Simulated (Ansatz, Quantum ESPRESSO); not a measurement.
# Conductance against width: vacuum gaps between two Na(100) faces, part 2 of 5

Aim: how the conductance falls as the barrier grows, for vacuum gaps between two Na(100) faces.

Quantum ESPRESSO 7.5; plane-wave DFT, LDA, GBRV ultrasoft pseudopotentials; cross-check by Ansatz 0.2.0 with PAW datasets.

So far. Step 2 (Self-consistent run, 5 Å): The run needed 12 iterations to bring the estimated error under 1e-07 Ry; the largest force on any atom, held or free, is 0.03 eV/Å.

## 3. The open system, 5 Å

Level of this step: transmission by pwcond, lead and junction from one cell; plane-wave DFT, LDA, GBRV ultrasoft pseudopotentials (Quantum ESPRESSO).

prefixt takes both regions from one run: the lead from 0 to bdl, the scattering region from bdl to bds (units of alat). ikind = 1 puts the same lead on both sides. The program's T_tot counts both spins in a run without spin; the tables below give T per spin.

j0.cond.in

```
&inputcond
  outdir = './out'
  prefixt = 'j0.scf'
  tran_file = 'j0.cond.dat'
  bdl = 1.0000000000
  bds = 8.6904761905
  ikind = 1
  ewind = 4.0
  epsproj = 1e-05
  nz1 = 7
  energy0 = 0.4
  denergy = -0.4
/
15
  0.00000000 0.00000000 0.01562500
  0.00000000 0.12500000 0.06250000
  0.00000000 0.25000000 0.06250000
  0.00000000 0.37500000 0.06250000
  0.00000000 0.50000000 0.03125000
  0.12500000 0.12500000 0.06250000
  0.12500000 0.25000000 0.12500000
  0.12500000 0.37500000 0.12500000
  0.12500000 0.50000000 0.06250000
  0.25000000 0.25000000 0.06250000
  0.25000000 0.37500000 0.12500000
  0.25000000 0.50000000 0.06250000
  0.37500000 0.37500000 0.06250000
  0.37500000 0.50000000 0.06250000
  0.50000000 0.50000000 0.01562500
3
```

The run is started by

```bash
> OMP_NUM_THREADS=1 mpirun -n 4 pwcond.x -in j0.cond.in > j0.cond.out
```

What it wrote:

```text
[banner, memory and clock lines left out]
Program PWCOND v.7.5 starts

          URL

     ./out/j0.scf.save/

     IMPORTANT: XC functional enforced from input :
     Exchange-correlation= PZ
                           (   1   1   0   0   0   0   0)
     Any further DFT definition will be discarded
     Please, verify this is what you really want

     Reading collected, re-writing distributed wavefunctions

===== INPUT FILE containing all the regions =====

     GEOMETRY:

     lattice parameter (alat)  =       7.9368  a.u.
     the volume                =    4344.9826 (a.u.)^3
     the cross section         =      62.9936 (a.u.)^2
     l of the unit cell        =       8.6905 (alat)
     number of atoms/cell      =           16
     number of atomic types    =            1

     crystal axes: (cart. coord. in units of alat)
               a(1) = (  1.0000  0.0000  0.0000 )
               a(2) = (  0.0000  1.0000  0.0000 )
               a(3) = (  0.0000  0.0000  8.6905 )

   Cartesian axes

     site n.     atom                  positions (alat units)
          1        Na     tau(  1)=(  0.0000  0.0000  8.6905  )
          2        Na     tau(  2)=(  0.5000  0.5000  0.5000  )
          3        Na     tau(  3)=(  0.0000  0.0000  1.0000  )
          4        Na     tau(  4)=(  0.5000  0.5000  1.5000  )
          5        Na     tau(  5)=(  0.0000  0.0000  2.0000  )
          6        Na     tau(  6)=(  0.5000  0.5000  2.5000  )
          7        Na     tau(  7)=(  0.0000  0.0000  3.0000  )
          8        Na     tau(  8)=(  0.5000  0.5000  3.5000  )
          9        Na     tau(  9)=(  0.0000  0.0000  4.6905  )
         10        Na     tau( 10)=(  0.5000  0.5000  5.1905  )
         11        Na     tau( 11)=(  0.0000  0.0000  5.6905  )
         12        Na     tau( 12)=(  0.5000  0.5000  6.1905  )
         13        Na     tau( 13)=(  0.0000  0.0000  6.6905  )
         14        Na     tau( 14)=(  0.5000  0.5000  7.1905  )
         15        Na     tau( 15)=(  0.0000  0.0000  7.6905  )
         16        Na     tau( 16)=(  0.5000  0.5000  8.1905  )

     nr1s                      =           32
     nr2s                      =           32
     nr3s                      =          288
     nr1sx                     =           32
     nr2sx                     =           32
     nr3sx                     =          288
     nr1                       =           36
     nr2                       =           36
     nr3                       =          320
     nr1x                      =           36
     nr2x                      =           36
     nr3x                      =          320

 _______________________________
  Radii of nonlocal spheres:

     type       ibeta     ang. mom.          radius (alat units)
       Na         1         0                    0.2543
       Na         2         0                    0.2543
       Na         3         1                    0.2543
       Na         4         1                    0.2543
       Na         5         2                    0.2543
----- General information -----

--- T calc. with identical leads (ikind=1) ---

     nrx                       =           32
     nry                       =           32
     nz1                       =            7

     energy0               =         4.0E-01
     denergy               =        -4.0E-01
     nenergy               =          3
     ecut2d                =         4.0E+01
     ewind                 =         4.0E+00
     epsproj               =         1.0E-05

     number of k_|| points=   15
                       cryst. coord.
        k(    1) = (   0.0000000   0.0000000), wk =   0.0156250
        k(    2) = (   0.0000000   0.1250000), wk =   0.0625000
        k(    3) = (   0.0000000   0.2500000), wk =   0.0625000
        k(    4) = (   0.0000000   0.3750000), wk =   0.0625000
        k(    5) = (   0.0000000   0.5000000), wk =   0.0312500
        k(    6) = (   0.1250000   0.1250000), wk =   0.0625000
        k(    7) = (   0.1250000   0.2500000), wk =   0.1250000
        k(    8) = (   0.1250000   0.3750000), wk =   0.1250000
        k(    9) = (   0.1250000   0.5000000), wk =   0.0625000
        k(   10) = (   0.2500000   0.2500000), wk =   0.0625000
        k(   11) = (   0.2500000   0.3750000), wk =   0.1250000
        k(   12) = (   0.2500000   0.5000000), wk =   0.0625000
        k(   13) = (   0.3750000   0.3750000), wk =   0.0625000
        k(   14) = (   0.3750000   0.5000000), wk =   0.0625000
        k(   15) = (   0.5000000   0.5000000), wk =   0.0156250
----- Information about left/right lead -----

     nocros                   =           13
     noins                    =           13
     norb                     =           39
     norbf                    =          195
     nrz                      =           33

      iorb      type   ibeta   ang. mom.   m       position (alat)
        1        1       1        0        1   taunew(   1)=(  0.0000  0.0000  0.0000)
        2        1       2        0        1   taunew(   2)=(  0.0000  0.0000  0.0000)
        3        1       3        1        1   taunew(   3)=(  0.0000  0.0000  0.0000)
        4        1       3        1        2   taunew(   4)=(  0.0000  0.0000  0.0000)
        5        1       3        1        3   taunew(   5)=(  0.0000  0.0000  0.0000)
        6        1       4        1        1   taunew(   6)=(  0.0000  0.0000  0.0000)
        7        1       4        1        2   taunew(   7)=(  0.0000  0.0000  0.0000)
        8        1       4        1        3   taunew(   8)=(  0.0000  0.0000  0.0000)
        9        1       5        2        1   taunew(   9)=(  0.0000  0.0000  0.0000)
       10        1       5        2        2   taunew(  10)=(  0.0000  0.0000  0.0000)
       11        1       5        2        3   taunew(  11)=(  0.0000  0.0000  0.0000)
       12        1       5        2        4   taunew(  12)=(  0.0000  0.0000  0.0000)
       13        1       5        2        5   taunew(  13)=(  0.0000  0.0000  0.0000)
       14        1       1        0        1   taunew(  14)=(  0.5000  0.5000  0.5000)
       15        1       2        0        1   taunew(  15)=(  0.5000  0.5000  0.5000)
       16        1       3        1        1   taunew(  16)=(  0.5000  0.5000  0.5000)
       17        1       3        1        2   taunew(  17)=(  0.5000  0.5000  0.5000)
       18        1       3        1        3   taunew(  18)=(  0.5000  0.5000  0.5000)
       19        1       4        1        1   taunew(  19)=(  0.5000  0.5000  0.5000)
       20        1       4        1        2   taunew(  20)=(  0.5000  0.5000  0.5000)
       21        1       4        1        3   taunew(  21)=(  0.5000  0.5000  0.5000)
[...]
140        1       5        2        2   taunew( 140)=(  0.0000  0.0000  5.6905)
      141        1       5        2        3   taunew( 141)=(  0.0000  0.0000  5.6905)
      142        1       5        2        4   taunew( 142)=(  0.0000  0.0000  5.6905)
      143        1       5        2        5   taunew( 143)=(  0.0000  0.0000  5.6905)
      144        1       1        0        1   taunew( 144)=(  0.5000  0.5000  6.1905)
      145        1       2        0        1   taunew( 145)=(  0.5000  0.5000  6.1905)
      146        1       3        1        1   taunew( 146)=(  0.5000  0.5000  6.1905)
      147        1       3        1        2   taunew( 147)=(  0.5000  0.5000  6.1905)
      148        1       3        1        3   taunew( 148)=(  0.5000  0.5000  6.1905)
      149        1       4        1        1   taunew( 149)=(  0.5000  0.5000  6.1905)
      150        1       4        1        2   taunew( 150)=(  0.5000  0.5000  6.1905)
      151        1       4        1        3   taunew( 151)=(  0.5000  0.5000  6.1905)
      152        1       5        2        1   taunew( 152)=(  0.5000  0.5000  6.1905)
      153        1       5        2        2   taunew( 153)=(  0.5000  0.5000  6.1905)
      154        1       5        2        3   taunew( 154)=(  0.5000  0.5000  6.1905)
      155        1       5        2        4   taunew( 155)=(  0.5000  0.5000  6.1905)
      156        1       5        2        5   taunew( 156)=(  0.5000  0.5000  6.1905)
      157        1       1        0        1   taunew( 157)=(  0.0000  0.0000  6.6905)
      158        1       2        0        1   taunew( 158)=(  0.0000  0.0000  6.6905)
      159        1       3        1        1   taunew( 159)=(  0.0000  0.0000  6.6905)
      160        1       3        1        2   taunew( 160)=(  0.0000  0.0000  6.6905)
      161        1       3        1        3   taunew( 161)=(  0.0000  0.0000  6.6905)
      162        1       4        1        1   taunew( 162)=(  0.0000  0.0000  6.6905)
      163        1       4        1        2   taunew( 163)=(  0.0000  0.0000  6.6905)
      164        1       4        1        3   taunew( 164)=(  0.0000  0.0000  6.6905)
      165        1       5        2        1   taunew( 165)=(  0.0000  0.0000  6.6905)
      166        1       5        2        2   taunew( 166)=(  0.0000  0.0000  6.6905)
      167        1       5        2        3   taunew( 167)=(  0.0000  0.0000  6.6905)
      168        1       5        2        4   taunew( 168)=(  0.0000  0.0000  6.6905)
      169        1       5        2        5   taunew( 169)=(  0.0000  0.0000  6.6905)
      170        1       1        0        1   taunew( 170)=(  0.5000  0.5000  7.1905)
      171        1       2        0        1   taunew( 171)=(  0.5000  0.5000  7.1905)
      172        1       3        1        1   taunew( 172)=(  0.5000  0.5000  7.1905)
      173        1       3        1        2   taunew( 173)=(  0.5000  0.5000  7.1905)
      174        1       3        1        3   taunew( 174)=(  0.5000  0.5000  7.1905)
      175        1       4        1        1   taunew( 175)=(  0.5000  0.5000  7.1905)
      176        1       4        1        2   taunew( 176)=(  0.5000  0.5000  7.1905)
      177        1       4        1        3   taunew( 177)=(  0.5000  0.5000  7.1905)
      178        1       5        2        1   taunew( 178)=(  0.5000  0.5000  7.1905)
      179        1       5        2        2   taunew( 179)=(  0.5000  0.5000  7.1905)
      180        1       5        2        3   taunew( 180)=(  0.5000  0.5000  7.1905)
      181        1       5        2        4   taunew( 181)=(  0.5000  0.5000  7.1905)
      182        1       5        2        5   taunew( 182)=(  0.5000  0.5000  7.1905)
      183        1       1        0        1   taunew( 183)=(  0.0000  0.0000  7.6905)
      184        1       2        0        1   taunew( 184)=(  0.0000  0.0000  7.6905)
      185        1       3        1        1   taunew( 185)=(  0.0000  0.0000  7.6905)
      186        1       3        1        2   taunew( 186)=(  0.0000  0.0000  7.6905)
      187        1       3        1        3   taunew( 187)=(  0.0000  0.0000  7.6905)
      188        1       4        1        1   taunew( 188)=(  0.0000  0.0000  7.6905)
      189        1       4        1        2   taunew( 189)=(  0.0000  0.0000  7.6905)
      190        1       4        1        3   taunew( 190)=(  0.0000  0.0000  7.6905)
      191        1       5        2        1   taunew( 191)=(  0.0000  0.0000  7.6905)
      192        1       5        2        2   taunew( 192)=(  0.0000  0.0000  7.6905)
      193        1       5        2        3   taunew( 193)=(  0.0000  0.0000  7.6905)
      194        1       5        2        4   taunew( 194)=(  0.0000  0.0000  7.6905)
      195        1       5        2        5   taunew( 195)=(  0.0000  0.0000  7.6905)
 ngper, shell number =          193          29
 ngper, n2d =          193         105
---  E-Ef =    0.4000000  k =    0.0000000   0.0000000
---  ie =          1  ik =          1
 Nchannels of the left tip =            1
 Right moving states:
   k1(2pi/a)   k2(2pi/a)   E-Ef (eV)
  -0.3447272  -0.0000002   0.4000000
 Left moving states:
   k1(2pi/a)   k2(2pi/a)   E-Ef (eV)
   0.3447272  -0.0000002   0.4000000

 to transmit
 Band j to band i transmissions and reflections:
    j         i     |T_ij|^2    |R_ij|^2

    1 -->     1     0.88726     0.11274
   Total T_j, R_j =    0.88726  0.11274

E-Ef(ev), T(x2 spins) =    0.4000000   1.7745278
---  E-Ef =    0.0000000  k =    0.0000000   0.0000000
---  ie =          2  ik =          1
 Nchannels of the left tip =            1
 Right moving states:
   k1(2pi/a)   k2(2pi/a)   E-Ef (eV)
  -0.3827510  -0.0000002   0.0000000
 Left moving states:
   k1(2pi/a)   k2(2pi/a)   E-Ef (eV)
   0.3827510  -0.0000002   0.0000000

 to transmit
 Band j to band i transmissions and reflections:
    j         i     |T_ij|^2    |R_ij|^2

    1 -->     1     0.78557     0.21443
   Total T_j, R_j =    0.78557  0.21443

E-Ef(ev), T(x2 spins) =    0.0000000   1.5711332
---  E-Ef =   -0.4000000  k =    0.0000000   0.0000000
---  ie =          3  ik =          1
 Nchannels of the left tip =            1
 Right moving states:
   k1(2pi/a)   k2(2pi/a)   E-Ef (eV)
  -0.4229544  -0.0000002  -0.4000000
 Left moving states:
   k1(2pi/a)   k2(2pi/a)   E-Ef (eV)
   0.4229544  -0.0000002  -0.4000000

 to transmit
 Band j to band i transmissions and reflections:
    j         i     |T_ij|^2    |R_ij|^2

    1 -->     1     0.64331     0.35669
   Total T_j, R_j =    0.64331  0.35669

E-Ef(ev), T(x2 spins) =   -0.4000000   1.2866281
 ngper, shell number =          198          97
 ngper, n2d =          198         106
[... further energies and points left out ...]
---  E-Ef =    0.4000000  k =    0.5000000   0.5000000
---  ie =          1  ik =         15
 Nchannels of the left tip =            0
 Right moving states:
   k1(2pi/a)   k2(2pi/a)   E-Ef (eV)
 Left moving states:
   k1(2pi/a)   k2(2pi/a)   E-Ef (eV)

 to transmit
          E-Ef(ev), T =    0.4000000   0.0000000
---  E-Ef =    0.0000000  k =    0.5000000   0.5000000
---  ie =          2  ik =         15
 Nchannels of the left tip =            0
 Right moving states:
   k1(2pi/a)   k2(2pi/a)   E-Ef (eV)
 Left moving states:
   k1(2pi/a)   k2(2pi/a)   E-Ef (eV)

 to transmit
          E-Ef(ev), T =    0.0000000   0.0000000
---  E-Ef =   -0.4000000  k =    0.5000000   0.5000000
---  ie =          3  ik =         15
 Nchannels of the left tip =            0
 Right moving states:
   k1(2pi/a)   k2(2pi/a)   E-Ef (eV)
 Left moving states:
   k1(2pi/a)   k2(2pi/a)   E-Ef (eV)

 to transmit
          E-Ef(ev), T =   -0.4000000   0.0000000
   T_tot     0.40000      0.89605E+00
   T_tot     0.00000      0.64477E+00
   T_tot    -0.40000      0.42168E+00

Note: The following floating-point exceptions are signalling: IEEE_UNDERFLOW_FLAG
Note: The following floating-point exceptions are signalling: IEEE_UNDERFLOW_FLAG
Note: The following floating-point exceptions are signalling: IEEE_UNDERFLOW_FLAG
Note: The following floating-point exceptions are signalling: IEEE_UNDERFLOW_FLAG
```

Elapsed: 1.8 min, on 4 MPI ranks of Arm Neoverse V2, shared host; peak memory 0.33 GiB.

Numbers from this step:

- lead channels at the Fermi level, one spin: 1.078
- transmission at the Fermi level, one spin: 0.3224
- conductance: 0.3224 G₀

Per spin; mean over the k mesh across the current. Table of open channels, zone mean by energy, zero at the Fermi level:

| energy (eV) | open channels, zone mean |
| --- | --- |
| -0.400 | 1.08 |
| 0.000 | 1.08 |
| 0.400 | 1.39 |

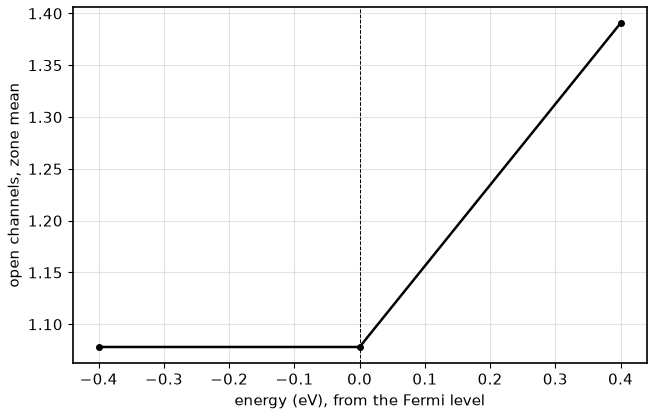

Open channels, zone mean against energy.

Per spin; mean over the k mesh across the current. Table of transmission, zone mean by energy, zero at the Fermi level:

```
energy (eV)  transmission, zone mean
     -0.400                    0.211
      0.000                    0.322
      0.400                    0.448
```

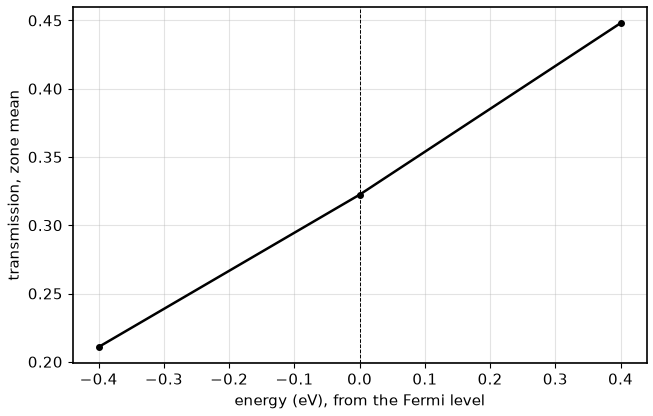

Transmission, zone mean, plotted against energy.

At 0.000 eV; k in fractions of b1, b2. Transmission by k point:

```
   k1     k2   weight        t  channels
    0      0  0.01562   0.7856         1
    0  0.125   0.0625   0.7444         1
    0   0.25   0.0625   0.5958         1
    0  0.375   0.0625   0.3206         1
    0    0.5  0.03125   0.1829         2
0.125  0.125   0.0625   0.6991         1
0.125   0.25    0.125   0.5378         1
0.125  0.375    0.125   0.2639         1
0.125    0.5   0.0625   0.1521         2
 0.25   0.25   0.0625   0.3322         1
 0.25  0.375    0.125   0.1546         1
 0.25    0.5   0.0625  0.05221         2
0.375  0.375   0.0625  0.06132         1
0.375    0.5   0.0625        0         0
  0.5    0.5  0.01562        0         0
```

(Continued in part 3 of 5.)

[Logs are printed without paths, hosts, clocks, repeated set-up lines and the standing remarks that a program may print on its own settings, such as how far it seeks lower states.]

[Hosts, paths, dates, database ids (printed as entryN), source tags and the programs' standing remarks are cut or masked in the printed files.]

[Maps of the electrostatic potential energy from Ansatz leave out the sawtooth potential of an applied field or a dipole correction, so their vacuum need not be flat; planar profiles and work functions include it.]
